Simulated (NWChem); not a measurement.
# the pair SiO···CH4O, step by step

Aim: a single-point energy (singlet CH4O2Si, MP2/pcseg-1), then a single-point energy (singlet SiO, MP2/pcseg-1), then the energy (singlet CH4O, MP2/pcseg-1), then the energy (singlet SiO, MP2/pcseg-1), then the energy (singlet CH4O, MP2/pcseg-1) of CH4O2Si and its partners. 

The calculation is run with NWChem 7.3.0.

## (1) The structure to begin with

CH4O2Si: 8 atoms, total charge 0, spin state singlet. The two molecules were placed rigidly side by side, at 1.1 times their contact distance; the pair isn't optimised.

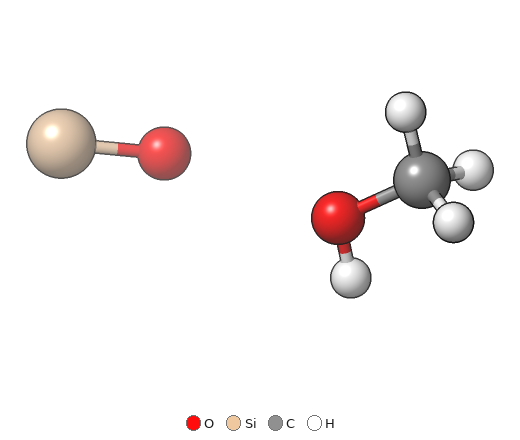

The structure, seen from a chosen angle (oxygen red, silicon light orange, carbon grey, hydrogen white).

## (2) A single-point energy at MP2/pcseg-1 (run 1)

work.nw

```
start work
memory total 2200 mb
charge 0

geometry units bohr noautosym nocenter noautoz
  O  -1.21074753  0.43747160 -0.61227126
  Si  1.21074753 -0.43747160  0.61227126
  C  -5.27588857  7.82278585 -1.76963403
  O  -3.21689968  6.22392638 -2.31217440
  H  -5.38265810  7.99562021  0.28092669
  H  -7.07691095  7.04862175 -2.44445523
  H  -5.03196272  9.72239525 -2.56360246
  H  -3.08828492  6.04062294 -4.11070234
end

basis "ao basis" spherical bse
  O library pcseg-1
  Si library pcseg-1
  C library pcseg-1
  H library pcseg-1
end

scf
  thresh 1e-08
  maxiter 80
  print low
end

mp2
  freeze core 8
  tight
end

task mp2 energy
```

Started as:

```console
$ nwchem work.nw > work.out
```

The program printed:

```text
[...]
  functions       =    80
[...]
  wavefunction    = RHF
[...]
         Total SCF energy =   -478.756988353734
      One-electron energy =   -911.643352913647
      Two-electron energy =    307.539013331499
 Nuclear repulsion energy =    125.347351228414
        Time for solution =      8.5s
[...]
          Total MP2 energy          -479.367984516039
[...]
```

Run time: 11 s. Hardware: 1 thread of AMD EPYC 7R43 (Zen 3), shared host; peak memory 0.18 GiB.

## (3) SiO: a single-point energy at MP2/pcseg-1 (run 2)

osi.nw

```
start osi
memory total 2200 mb
charge 0

geometry noautosym nocenter noautoz
 O     -0.640700     0.231500    -0.324000
 Si     0.640700    -0.231500     0.324000
end

basis spherical bse
 * library pcseg-1
end

scf
 singlet
 rhf
 thresh 1e-08
 maxiter 80
 print low
end

mp2
 freeze core 6
 tight
end

task mp2 energy
```

Started as:

```console
$ nwchem osi.nw > osi.out
```

The program printed:

```text
[...]
  functions       =    32
[...]
  wavefunction    = RHF
[...]
         Total SCF energy =   -363.748233401143
      One-electron energy =   -582.874554862050
      Two-electron energy =    179.842986264285
 Nuclear repulsion energy =     39.283335196622
        Time for solution =      2.4s
[...]
          Total MP2 energy          -364.018320558697
[...]
```

It took 3.6 s on 1 thread of AMD EPYC 7R43 (Zen 3), shared host; peak memory 0.094 GiB.

## (4) CH4O: the energy at MP2/pcseg-1 (run 3)

ch4o.nw

```
start ch4o
title "CH4O"
memory 2200 mb
geometry units atomic noautosym nocenter noautoz
  C   -5.27588857   7.82278585  -1.76963403
  O   -3.21689968   6.22392638  -2.31217440
  H   -5.38265810   7.99562021   0.28092669
  H   -7.07691095   7.04862175  -2.44445523
  H   -5.03196272   9.72239525  -2.56360246
  H   -3.08828492   6.04062294  -4.11070234
end
basis "ao basis" spherical bse
  * library pcseg-1
end
scf
  thresh 1e-08
  maxiter 80
  print low
end
mp2
  freeze core 2
  tight
end
task mp2 energy
```

Started as:

```console
$ nwchem ch4o.nw > ch4o.out
```

The program printed:

```text
[...]
  functions       =    48
[...]
  wavefunction    = RHF
[...]
         Total SCF energy =   -115.012229024845
      One-electron energy =   -237.039842880580
      Two-electron energy =     81.569581649863
 Nuclear repulsion energy =     40.458032205872
        Time for solution =      1.3s
[...]
          Total MP2 energy          -115.351192779555
[...]
```

It took 2.3 s on 1 thread of AMD EPYC 7R43 (Zen 3), shared host; peak memory 0.11 GiB.

## (5) SiO among ghost functions: the energy at MP2/pcseg-1 (with ghost functions) (run 4)

m1.nw

```
start m1
title "OSi energy"
memory 2200 mb

geometry units au noautosym nocenter noautoz
O  -1.21074753  0.43747160 -0.61227126
Si  1.21074753 -0.43747160  0.61227126
bqC     -5.275889     7.822786    -1.769634
bqO     -3.216900     6.223926    -2.312174
bqH     -5.382658     7.995620     0.280927
bqH     -7.076911     7.048622    -2.444455
bqH     -5.031963     9.722395    -2.563602
bqH     -3.088285     6.040623    -4.110702
end

basis spherical bse
O library pcseg-1
Si library pcseg-1
bqC library C pcseg-1
bqO library O pcseg-1
bqH library H pcseg-1
end

scf
thresh 1e-08
maxiter 80
noprint "final vectors analysis"
end

mp2
freeze core 6
tight
end

task mp2 energy
```

Started as:

```console
$ nwchem m1.nw > m1.out
```

The program printed:

```text
[...]
  functions       =    80
[...]
  wavefunction    = RHF
[...]
         Total SCF energy =   -363.748479859234
      One-electron energy =   -582.867490120549
      Two-electron energy =    179.835677904833
 Nuclear repulsion energy =     39.283332356482
        Time for solution =      7.1s
[...]
          Total MP2 energy          -364.018673331700
[...]
```

Run time: 9.6 s. Hardware: 1 thread of AMD EPYC 7R43 (Zen 3), shared host; peak memory 0.14 GiB.

## (6) CH4O among ghost functions: a single-point energy at MP2/pcseg-1 (with ghost functions) (run 5)

ch4o.nw

```
start ch4o
memory total 2200 mb
geometry units au noautosym nocenter noautoz
   C     -5.27588857     7.82278585    -1.76963403
   O     -3.21689968     6.22392638    -2.31217440
   H     -5.38265810     7.99562021     0.28092669
   H     -7.07691095     7.04862175    -2.44445523
   H     -5.03196272     9.72239525    -2.56360246
   H     -3.08828492     6.04062294    -4.11070234
   bqO     -1.210748     0.437472    -0.612271
   bqSi     1.210748    -0.437472     0.612271
end
basis spherical bse
   C library pcseg-1
   O library pcseg-1
   H library pcseg-1
   bqO library O pcseg-1
   bqSi library Si pcseg-1
end
scf
   thresh 1e-08
   maxiter 80
   noprint "final vectors analysis"
end
mp2
   freeze core 2
   tight
end
task mp2
```

Started as:

```console
$ nwchem ch4o.nw > ch4o.out
```

The program printed:

```text
[...]
  functions       =    80
[...]
  wavefunction    = RHF
[...]
         Total SCF energy =   -115.012623080518
      One-electron energy =   -237.030934324932
      Two-electron energy =     81.560279038543
 Nuclear repulsion energy =     40.458032205872
        Time for solution =      5.3s
[...]
          Total MP2 energy          -115.351832672868
[...]
```

Wall time 7.5 s (1 thread of AMD EPYC 7R43 (Zen 3), shared host); peak memory 0.15 GiB.

## (7) Results

| quantity | value |
| --- | --- |
| run 1, MP2/pcseg-1: total energy | -479.36798 Eh |
| run 1, MP2/pcseg-1: correlation energy (8 core orbitals frozen) | -611.0 mEh |
| SiO: total energy | -364.01832 Eh |
| SiO: correlation energy (6 core orbitals frozen) | -270.1 mEh |
| CH4O: total energy | -115.35119 Eh |
| CH4O: correlation energy (2 core orbitals frozen) | -339.0 mEh |
| SiO among ghost functions: total energy | -364.01867 Eh |
| SiO among ghost functions: correlation energy (6 core orbitals frozen) | -270.2 mEh |
| CH4O among ghost functions: total energy | -115.35183 Eh |
| CH4O among ghost functions: correlation energy (2 core orbitals frozen) | -339.2 mEh |
| interaction energy of the rigid parts SiO and CH4O (parts in their own basis; closest atoms 3.36 Å apart) | 0.042 eV |
| interaction energy of the rigid parts SiO and CH4O (parts in the whole basis, counterpoise; closest atoms 3.36 Å apart) | 0.069 eV |

The interaction energy of the rigid parts SiO and CH4O (parts in their own basis; closest atoms 3.36 Å apart) is 0.04 eV (4.0 kJ/mol): the parts repel at this shape. Without counterpoise this holds the superposition error of the basis. The interaction energy of the rigid parts SiO and CH4O (parts in the whole basis, counterpoise; closest atoms 3.36 Å apart) is 0.07 eV (1.6 kcal/mol): the parts repel at this shape. The basis-set superposition error is 2.6 kJ/mol.
